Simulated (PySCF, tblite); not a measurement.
# C₃H₇BO₅S: infrared bands, NMR shifts and electronic excitations at several levels of theory

How much do the infrared bands, NMR shifts and electronic excitations of C₃H₇BO₅S (`O=S(=O)(O)[C@H]1CCOBO1`) depend on the level of theory, and what does each level cost?

The runs use tblite 0.8.0 and PySCF 2.14.0, with density-fitted response routines of our own; the level of theory stands in each step. All values are computed, except where a source is named. Atoms count from 0, in the outputs and in this text.

## 1. The molecule as given

17 atoms, charge 0, multiplicity 1; geometry from: force field or distance geometry start.

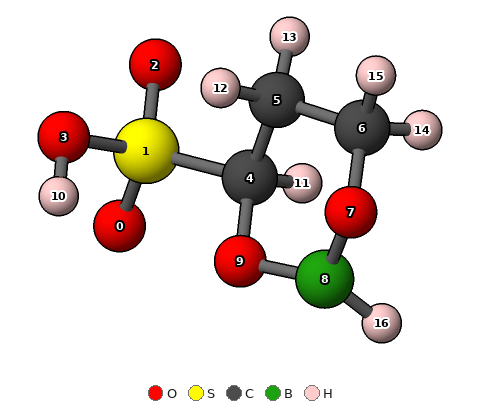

The starting geometry (oxygen red, sulfur yellow, carbon dark grey, boron green, hydrogen pink), atoms numbered.

## 2. Relaxing the molecule with GFN2-xTB

The job: settings as JSON, then the geometry in Å.

```
{"job": {"kind": "relax", "xc": "GFN2-xTB", "basis": "xTB"}, "charge": 0, "multiplicity": 1}
O      2.885300     1.327800    -0.513200
S      2.095700     0.050200    -0.451200
O      2.376300    -0.761200    -1.679900
O      2.597000    -0.827500     0.893600
C      0.353200     0.403500    -0.320200
C     -0.454600    -0.918800    -0.252100
C     -1.942700    -0.587900    -0.029100
O     -2.137400     0.238900     1.113100
B     -1.314100     1.438900     0.933400
O      0.128600     1.221600     0.814100
H      2.423300    -0.242500     1.674200
H      0.073900     0.952500    -1.256700
H     -0.088300    -1.534000     0.609700
H     -0.327700    -1.496500    -1.194300
H     -2.383500    -0.112800    -0.936200
H     -2.492600    -1.543000     0.147400
H     -1.799300     2.403100     0.437500
```

Command:

```bash
$ OMP_NUM_THREADS=1 python probes_run.py task.json out
```

This one command runs all jobs of the session in turn.

Standard output:

```text
step      E/eV     max force
  0    -947.46358    5.816
  1    -948.10974    1.511
  2    -948.26246    1.063
  3    -948.40157    0.988
  4    -948.47252    1.015
  5    -948.58459    1.151
  6    -948.69140    1.039
  7    -948.84941    1.525
  8    -949.03111    1.541
  9    -949.25705    1.248
 10    -949.39987    0.925
 11    -949.50986    0.760
 12    -949.58025    0.704
 13    -949.63025    0.487
 14    -949.66202    0.672
 15    -949.69292    0.569
 16    -949.72283    0.429
 17    -949.75096    0.377
 18    -949.76315    0.271
 19    -949.77544    0.225
 20    -949.78290    0.193
 21    -949.78974    0.225
 22    -949.79654    0.217
 23    -949.80302    0.173
 24    -949.80799    0.155
 25    -949.81175    0.123
 26    -949.81449    0.112
 27    -949.81646    0.105
 28    -949.81826    0.114
 29    -949.82050    0.117
 30    -949.82344    0.135
 31    -949.82678    0.151
 32    -949.82994    0.122
 33    -949.83297    0.112
 34    -949.83636    0.144
 35    -949.84021    0.165
 36    -949.84389    0.147
 37    -949.84684    0.125
 38    -949.84927    0.113
 39    -949.85148    0.110
 40    -949.85330    0.089
 41    -949.85451    0.092
 42    -949.85545    0.093
 43    -949.85646    0.085
 44    -949.85798    0.074
 45    -949.85878    0.076
 46    -949.85949    0.076
 47    -949.86031    0.077
 48    -949.86172    0.108
 49    -949.86391    0.136
 50    -949.86642    0.113
 51    -949.86896    0.116
 52    -949.87163    0.123
 53    -949.87474    0.129
 54    -949.87755    0.155
 55    -949.87953    0.103
 56    -949.88107    0.125
 57    -949.88284    0.119
 58    -949.88508    0.119
 59    -949.88699    0.092
 60    -949.88845    0.121
 61    -949.88958    0.106
 62    -949.89043    0.090
 63    -949.89147    0.065
 64    -949.89239    0.085
 65    -949.89354    0.074
 66    -949.89431    0.091
 67    -949.89480    0.064
 68    -949.89522    0.059
 69    -949.89582    0.068
 70    -949.89664    0.089
 71    -949.89746    0.098
 72    -949.89820    0.074
 73    -949.89893    0.057
 74    -949.89966    0.082
 75    -949.90026    0.070
 76    -949.90060    0.051
 77    -949.90078    0.093
 78    -949.90100    0.041
 79    -949.90119    0.030
 80    -949.90128    0.026
 81    -949.90133    0.011
 82    -949.90135    0.010
```

It took 1.1 s on 1 thread of Arm Neoverse N1, shared host; peak memory 0.18 GiB.

The steps of the relaxation: (not every step is listed)

| step | energy from step 0 (eV) | largest force (eV/Å) |
| --- | --- | --- |
| 0 | 0.0000 | 5.8161 |
| 1 | -0.6462 | 1.5113 |
| 2 | -0.7989 | 1.0632 |
| 3 | -0.9380 | 0.9877 |
| 4 | -1.0089 | 1.0147 |
| 5 | -1.1210 | 1.1508 |
| 6 | -1.2278 | 1.0386 |
| 7 | -1.3858 | 1.5252 |
| 8 | -1.5675 | 1.5414 |
| 14 | -2.1984 | 0.6720 |
| 20 | -2.3193 | 0.1928 |
| 26 | -2.3509 | 0.1117 |
| 32 | -2.3664 | 0.1221 |
| 38 | -2.3857 | 0.1128 |
| 44 | -2.3944 | 0.0741 |
| 50 | -2.4028 | 0.1133 |
| 56 | -2.4175 | 0.1252 |
| 62 | -2.4269 | 0.0900 |
| 68 | -2.4316 | 0.0586 |
| 74 | -2.4361 | 0.0819 |
| 77 | -2.4372 | 0.0935 |
| 78 | -2.4374 | 0.0406 |
| 79 | -2.4376 | 0.0300 |
| 80 | -2.4377 | 0.0263 |
| 81 | -2.4378 | 0.0112 |
| 82 | -2.4378 | 0.0100 |

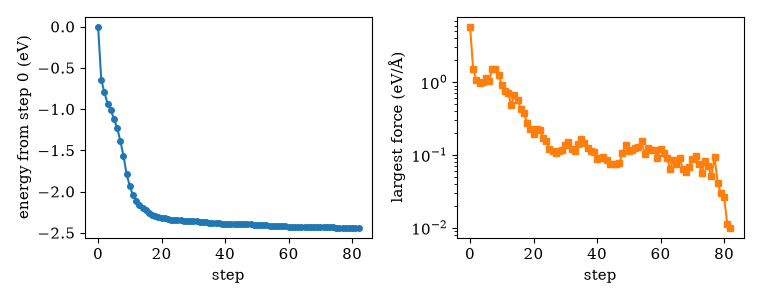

Energy and largest force along the relaxation.

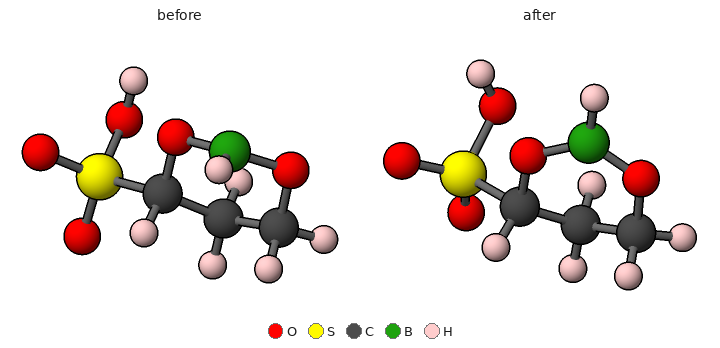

Before and after, at one scale.

Distances of close pairs at the start and the end, largest changes first:

| bond | before (Å) | after (Å) | change (Å) |
| --- | --- | --- | --- |
| O7–B8 | 1.466 | 1.341 | -0.126 |
| B8–O9 | 1.464 | 1.367 | -0.097 |
| S1–O3 | 1.682 | 1.607 | -0.075 |
| O0–S1 | 1.503 | 1.428 | -0.075 |
| S1–O2 | 1.499 | 1.426 | -0.073 |
| S1–C4 | 1.783 | 1.833 | +0.050 |
| C4–C5 | 1.551 | 1.513 | -0.038 |
| O3–H10 | 0.991 | 0.959 | -0.032 |

The next job starts from the end point, and lists it.

## 3. Infrared spectrum with GFN2-xTB

The job: settings as JSON, then the geometry in Å.

```
{"job": {"kind": "ir", "xc": "GFN2-xTB", "basis": "xTB"}, "charge": 0, "multiplicity": 1}
O      2.885151     1.101970    -0.699320
S      2.065943    -0.032614    -0.414022
O      2.352644    -1.274994    -1.051600
O      2.099175    -0.280024     1.173303
C      0.291316     0.367801    -0.637882
C     -0.473102    -0.923401    -0.442021
C     -1.948787    -0.598875    -0.198522
O     -2.095956     0.367806     0.824458
B     -1.122125     1.258519     1.060548
O      0.040026     1.321194     0.344007
H      2.299931     0.549515     1.611173
H      0.178868     0.803987    -1.633727
H     -0.057556    -1.418085     0.438719
H     -0.341145    -1.574919    -1.303258
H     -2.410912    -0.206909    -1.113084
H     -2.496729    -1.490403     0.120910
H     -1.273740     2.041463     1.910407
```

Standard output:

```text
mode    cm-1     km/mol
  1      57.6      5.60
  2      69.5      4.53
  3     124.3     10.24
  4     196.7     18.22
  5     229.5      0.84
  6     265.2     51.51
  7     271.6     12.52
  8     329.8     27.41
  9     364.3      4.72
 10     400.8     24.08
 11     432.8     87.31
 12     476.1     64.12
 13     501.2     41.20
 14     530.6    210.65
 15     668.5     15.12
 16     726.4    190.83
 17     768.7      9.15
 18     785.8    206.53
 19     874.5     10.71
 20     896.8    190.08
 21     903.4      6.26
 22     939.6     10.37
 23     990.9      4.88
 24    1014.5      5.04
 25    1046.4     27.62
 26    1110.4    324.62
 27    1123.6     24.31
 28    1153.3    247.32
 29    1166.2      9.33
 30    1193.1    139.16
 31    1208.0      2.16
 32    1231.1    168.38
 33    1267.3     41.35
 34    1294.7    582.23
 35    1317.8      8.58
 36    1331.8    133.71
 37    1453.5      9.01
 38    1468.8      4.98
 39    2695.0    102.78
 40    2909.6     25.90
 41    2929.7     24.98
 42    2951.1     23.90
 43    2993.5     12.90
 44    3030.7      7.45
 45    3594.9     60.15
```

Wall time 1.1 s (1 thread of Arm Neoverse N1, shared host); peak memory 0.18 GiB.

The strongest bands and the atoms that carry them (share of the mass-weighted mode):

| cm⁻¹ | km/mol | atoms |
| --- | --- | --- |
| 531 | 210.7 | S1 28 %, C4 14 %, O0 14 %, O2 13 % |
| 726 | 190.8 | O3 36 %, S1 18 % |
| 786 | 206.5 | H16 23 %, S1 18 %, C4 17 % |
| 897 | 190.1 | H10 78 %, O3 16 % |
| 1110 | 324.6 | H11 14 %, C6 12 %, O0 11 %, O2 11 % |
| 1153 | 247.3 | O2 17 %, O0 16 %, S1 14 %, C4 13 % |
| 1231 | 168.4 | B8 23 %, H11 16 %, O7 16 %, H13 15 % |
| 1295 | 582.2 | S1 41 %, O2 27 %, O0 23 % |

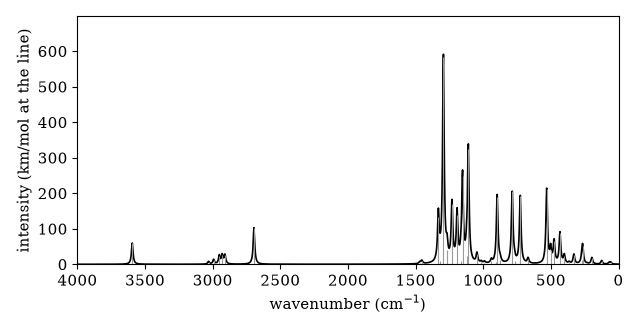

The infrared spectrum from these modes, unscaled. Lines are broadened to a width of 14 cm⁻¹ (Lorentzian).

## 4. Optimising the geometry at PBE0-D3(BJ)/def2-SVP

The job: settings as JSON, then the geometry in Å.

```
{"job": {"xc": "PBE0", "basis": "def2-SVP", "d3": "d3bj", "grid": 1, "shake": 0.01, "kind": "geom"}, "charge": 0, "multiplicity": 1}
O      2.905560     1.076410    -0.695140
S      2.060270    -0.037140    -0.416180
O      2.332440    -1.277310    -1.060250
O      2.132400    -0.277770     1.169780
C      0.288500     0.361120    -0.648430
C     -0.477010    -0.918580    -0.444410
C     -1.939210    -0.600870    -0.198280
O     -2.080500     0.373260     0.819410
B     -1.123950     1.263920     1.079900
O      0.037330     1.318760     0.354030
H      2.291070     0.546600     1.620000
H      0.184670     0.804900    -1.627030
H     -0.085840    -1.407870     0.429120
H     -0.357830    -1.572150    -1.296250
H     -2.415360    -0.217670    -1.112820
H     -2.497260    -1.476350     0.128380
H     -1.271800     2.052580     1.908350
```

Standard output:

```text
step   0  E = -916.50544211  max force = 0.034900
step   1  E = -916.51358067  max force = 0.009224
step   2  E = -916.51410820  max force = 0.002093
step   3  E = -916.51420093  max force = 0.000867
step   4  E = -916.51422436  max force = 0.000305
step   5  E = -916.51423678  max force = 0.000829
step   6  E = -916.51424313  max force = 0.001013
step   7  E = -916.51424268  max force = 0.000701
step   8  E = -916.51424047  max force = 0.000391
step   9  E = -916.51424234  max force = 0.000362
optimisation converged
```

Wall time 4.9 min (1 thread of Arm Neoverse N1, shared host); peak memory 0.88 GiB.

Along the way:

| step | energy from step 0 (eV) | largest force component (eV/Å) |
| --- | --- | --- |
| 0 | 0.0000 | 1.7946 |
| 1 | -0.2215 | 0.4743 |
| 2 | -0.2358 | 0.1076 |
| 3 | -0.2383 | 0.0446 |
| 4 | -0.2390 | 0.0157 |
| 5 | -0.2393 | 0.0426 |
| 6 | -0.2395 | 0.0521 |
| 7 | -0.2395 | 0.0360 |
| 8 | -0.2394 | 0.0201 |
| 9 | -0.2395 | 0.0186 |

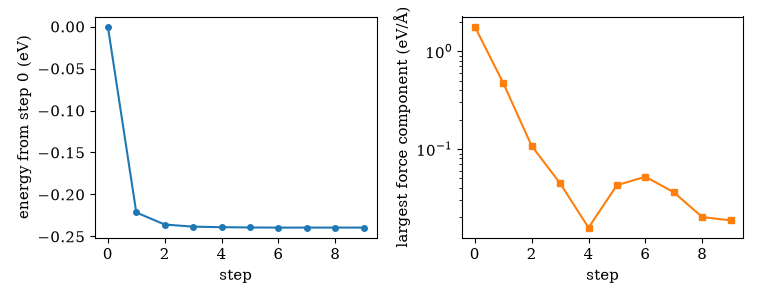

Energy and force, step by step.

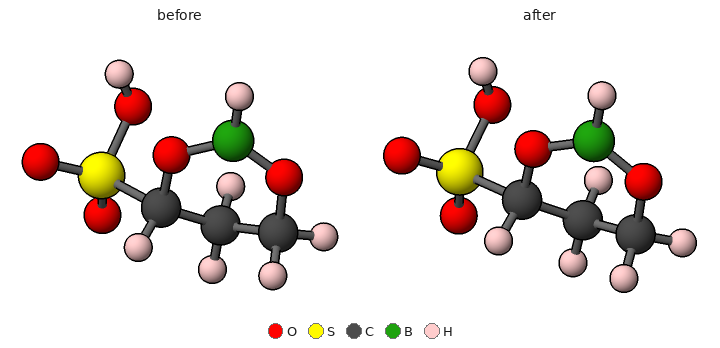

The geometry before (left) and after (right).

Distances of close pairs at the start and the end, largest changes first:

| bond | before (Å) | after (Å) | change (Å) |
| --- | --- | --- | --- |
| B8–H16 | 1.153 | 1.202 | +0.049 |
| C5–H12 | 1.075 | 1.102 | +0.027 |
| C4–H11 | 1.080 | 1.105 | +0.026 |
| O0–S1 | 1.426 | 1.447 | +0.022 |
| S1–O2 | 1.424 | 1.444 | +0.021 |
| O3–H10 | 0.953 | 0.971 | +0.018 |
| C5–H13 | 1.080 | 1.098 | +0.018 |
| O7–B8 | 1.333 | 1.350 | +0.017 |

The end geometry stands in the next job.

| at the end point | value |
| --- | --- |
| point group (found at 0.08 Å tolerance) | C1 |
| rotational constants (GHz, main isotopes) | 2.511, 0.833, 0.733 |
| dipole moment (D) | 3.19 |

## 5. NMR shieldings: PBE0/pcSseg-1

The job: settings as JSON, then the geometry in Å.

```
{"job": {"kind": "nmr", "xc": "PBE0", "basis": "pcSseg-1"}, "charge": 0, "multiplicity": 1}
O      2.897794     0.860791    -1.456201
S      2.155838    -0.362787    -1.238084
O      2.414229    -1.574369    -1.980968
O      2.264415    -0.753522     0.331187
C      0.381616    -0.001387    -1.364891
C     -0.453521    -1.253755    -1.207587
C     -1.915198    -0.854753    -1.139949
O     -2.131878     0.138326    -0.156760
B     -1.143253     0.987023     0.196690
O      0.096959     0.957954    -0.391912
H      2.334494     0.075397     0.831641
H      0.283067     0.435382    -2.375548
H     -0.157739    -1.761663    -0.275022
H     -0.261122    -1.945325    -2.039019
H     -2.262695    -0.472250    -2.115420
H     -2.541999    -1.722255    -0.886191
H     -1.337770     1.806552     1.054129
```

With the program's defaults for keys left out, this is: GIAO PBE0/pcSseg-1 NMR shielding, non-relativistic, gas phase.

Standard output:

```text
coarse grid: 15744 points
cycle   1  E = -916.4836410813  dE =  2.460e+00  |g| = 1.411e+00  |ddm| = 3.985e+00
cycle   2  E = -915.7441491047  dE =  7.395e-01  |g| = 2.477e+00  |ddm| = 2.849e+00
cycle   3  E = -916.8219108978  dE = -1.078e+00  |g| = 2.672e-01  |ddm| = 2.048e+00
cycle   4  E = -916.8333680636  dE = -1.146e-02  |g| = 1.233e-01  |ddm| = 2.845e-01
cycle   5  E = -916.8358828237  dE = -2.515e-03  |g| = 2.799e-02  |ddm| = 9.133e-02
cycle   6  E = -916.8360369174  dE = -1.541e-04  |g| = 8.447e-03  |ddm| = 2.769e-02
cycle   7  E = -916.8360504563  dE = -1.354e-05  |g| = 2.214e-03  |ddm| = 7.041e-03
cycle   8  E = -916.8360512166  dE = -7.604e-07  |g| = 9.369e-04  |ddm| = 2.249e-03
final grid: 150224 points
cycle   9  E = -916.9472582337  dE = -4.315e-05  |g| = 1.421e-02  |ddm| = 3.207e-02
cycle  10  E = -916.9472144861  dE =  4.375e-05  |g| = 2.097e-02  |ddm| = 2.422e-02
cycle  11  E = -916.9472944617  dE = -7.998e-05  |g| = 2.105e-03  |ddm| = 1.509e-02
cycle  12  E = -916.9472952698  dE = -8.081e-07  |g| = 5.346e-04  |ddm| = 1.946e-03
cycle  13  E = -916.9472953135  dE = -4.365e-08  |g| = 2.089e-04  |ddm| = 5.155e-04
cycle  14  E = -916.9472953213  dE = -7.814e-09  |g| = 5.590e-05  |ddm| = 1.885e-04
cycle  15  E = -916.9472953218  dE = -5.025e-10  |g| = 2.449e-05  |ddm| = 5.566e-05
converged SCF energy = -916.9472953218

GIAO shielding tensors (ppm)
atom      isotropic    diamagn.    paramagn.     s11        s22        s33       span
  0 O       97.295     398.484    -301.189     47.278    104.074    140.532     93.254
  1 S      169.836    1049.797    -879.961     22.159    133.880    353.469    331.310
  2 O      118.422     397.014    -278.592     85.343    113.744    156.178     70.835
  3 O      150.215     396.879    -246.664     68.066     98.595    283.985    215.918
  4 C       96.096     252.884    -156.788     81.713     88.724    117.851     36.138
  5 C      155.207     254.800     -99.593    149.490    157.141    158.991      9.501
  6 C      122.901     243.418    -120.517    102.851    106.312    159.539     56.688
  7 O      200.159     394.591    -194.432     66.673    189.249    344.554    277.881
  8 B       76.637     200.520    -123.883     61.019     74.058     94.834     33.815
  9 O      195.254     399.415    -204.161     84.730    188.821    312.211    227.481
 10 H       26.560      33.245      -6.685     20.215     23.533     35.933     15.719
 11 H       26.726      31.315      -4.589     24.840     25.613     29.723      4.883
 12 H       29.173      33.568      -4.395     24.801     29.805     32.912      8.111
 13 H       29.107      31.241      -2.134     24.093     28.512     34.714     10.621
 14 H       27.275      28.597      -1.322     22.912     26.204     32.707      9.795
 15 H       27.153      27.968      -0.816     22.433     26.353     32.673     10.240
 16 H       27.063      31.203      -4.140     23.574     26.204     31.412      7.837
```

Run time: 87 s. Hardware: 1 thread of Arm Neoverse N1, shared host; peak memory 1 GiB.

The references, computed at this level on geometries of the same kind, shield at (ppm): 1H TMS 31.27, 13C TMS 184.4, 17O H2O 334.6, 11B BF3·OEt2 100.7, 33S CS2 496. Their shielding less the atom's gives the shift. The references are single molecules in the gas phase, so shifts against H2O, NH3, PH3, H3PO4 or CFCl3 are not on the usual liquid scales and can be off by tens of ppm.

| atoms | environment | σ (ppm) | δ (ppm) | δ scaled to CDCl3 |
| --- | --- | --- | --- | --- |
| C4 | sp3 CH bonded to O and S | 96.1 | 88.3 | 81.7 |
| C6 | sp3 CH2 bonded to O | 122.9 | 61.5 | 59.2 |
| C5 | sp3 CH2 in a ring | 155.2 | 29.2 | 27.8 |
| H10 | hydrogen on an oxygen bonded to S | 26.56 | 4.71 | – |
| H11 | hydrogen on an sp3 CH bonded to O and S | 26.73 | 4.54 | 4.52 |
| H16 | hydrogen on a boron bonded to 2 O, in a 6-membered ring | 27.06 | 4.20 | – |
| H15 | hydrogen on an sp3 CH2 bonded to O | 27.15 | 4.11 | 4.12 |
| H14 | hydrogen on an sp3 CH2 bonded to O | 27.27 | 3.99 | 4.00 |
| H13 | hydrogen on an sp3 CH2 in a ring | 29.11 | 2.16 | 2.26 |
| H12 | hydrogen on an sp3 CH2 in a ring | 29.17 | 2.09 | 2.20 |
| O0 | S=O oxygen | 97.3 | 237.3 | – |
| O2 | S=O oxygen | 118.4 | 216.1 | – |
| O3 | oxygen bonded to S, H | 150.2 | 184.3 | – |
| O9 | oxygen bonded to C, B, in a 6-membered ring | 195.3 | 139.3 | – |
| O7 | oxygen bonded to C, B, in a 6-membered ring | 200.2 | 134.4 | – |
| S1 | sulfonyl sulfur | 170 | 326 | – |
| B8 | boron bonded to 2 O, H, in a 6-membered ring | 76.6 | 24.1 | – |

The scaled column applies a straight-line fit of computed shieldings to shifts measured in CDCl3, with any fitted terms for Cl, Br or S neighbours (root-mean-square error 0.21 ppm for H, 2.0 ppm for C).

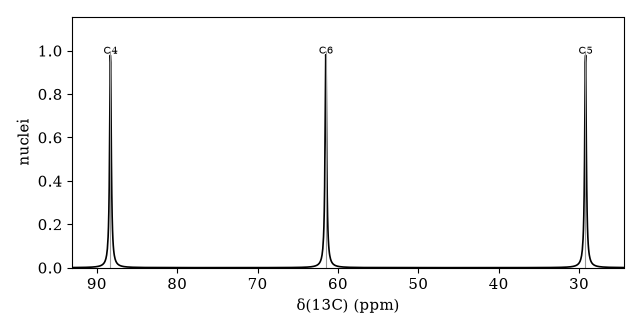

13C lines at the computed shifts, without couplings. Lines are broadened to a width of 0.24 ppm (Lorentzian).

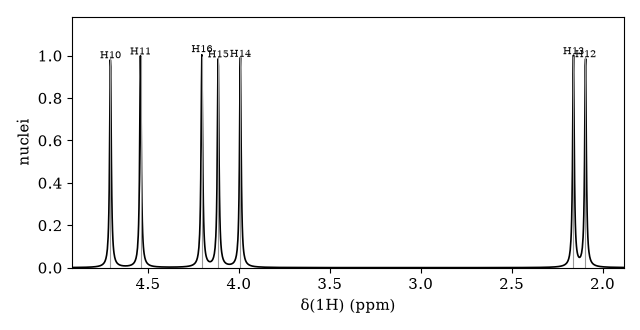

1H lines at the computed shifts, without couplings. Lines are broadened to a width of 0.01 ppm (Lorentzian).

The run also stored atomic charges by several schemes (e):

| atoms | Mulliken | IAO | Hirshfeld | ESP fit |
| --- | --- | --- | --- | --- |
| O0 | -0.51 | -0.85 | -0.30 | -0.47 |
| S1 | 1.25 | 2.12 | 0.55 | 0.93 |
| O2 | -0.51 | -0.85 | -0.29 | -0.44 |
| O3 | -0.46 | -0.72 | -0.20 | -0.51 |
| C4 | -0.11 | -0.11 | 0.04 | 0.07 |
| C5 | -0.28 | -0.30 | -0.08 | -0.39 |
| C6 | 0.09 | -0.05 | 0.02 | 0.38 |
| O7 | -0.49 | -0.39 | -0.17 | -0.58 |
| B8 | 0.50 | 0.36 | 0.22 | 0.76 |
| O9 | -0.51 | -0.41 | -0.17 | -0.53 |

IAO charges:

O0 -0.85; S1 2.12; O2 -0.85; O3 -0.72; C4 -0.11; C5 -0.30; C6 -0.05; O7 -0.39; B8 0.36; O9 -0.41; H10 0.39; H11 0.16; H12 0.16; H13 0.17; H14 0.14; H15 0.16; H16 0.01

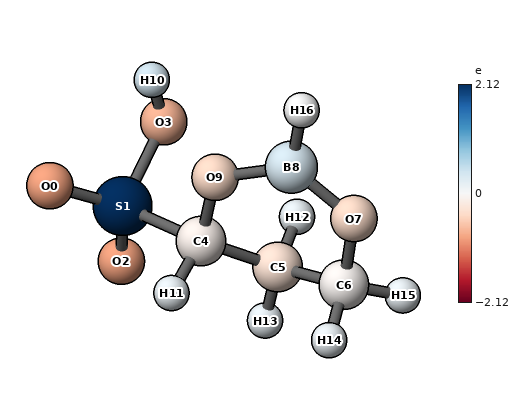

IAO charges, as colours on the atoms.

Mayer bond orders: O0–S1 1.79, S1–O2 1.77, S1–O3 0.93, S1–C4 0.86, C4–C5 0.99, C5–C6 1.05, C6–O7 0.87, O7–B8 1.20, B8–O9 1.08, O9–C4 0.88.

Ring of atoms C4, C5, C6, O7, B8, O9: NICS(0) -2.3, NICS(1) -1.9, NICS(1)zz 0.9 ppm (means of both faces).

Orbitals, density, ELF and potential are computed afterwards from the orbital file.

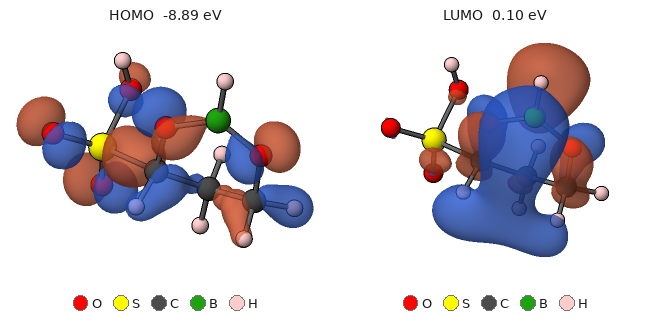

PBE0/pcSseg-1 orbitals near the gap, drawn at the value that encloses 70 % of each; the two colours are the two signs.

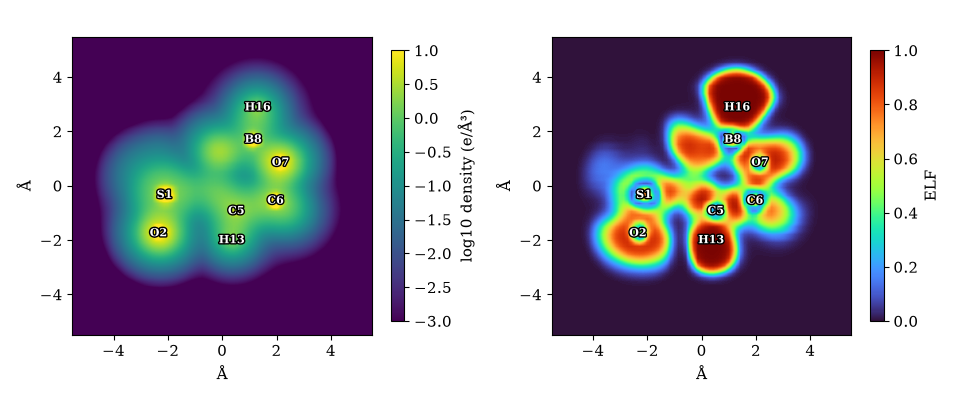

Density (left) and ELF (right) in a plane through or near 8 of the atoms.

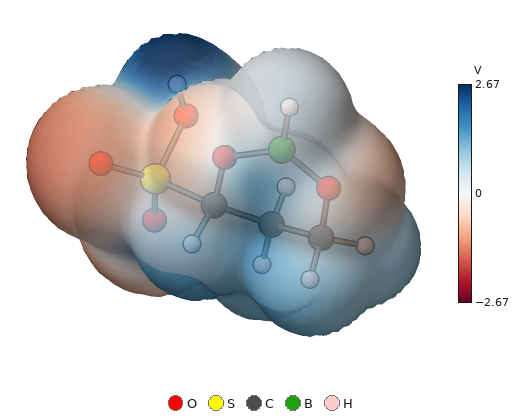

Electrostatic potential on the surface of density 0.002 e/bohr³; red is low, blue high. It runs from -1.40 V near O2 to 2.67 V near H10.

(Part 1 of 2 ends here.)
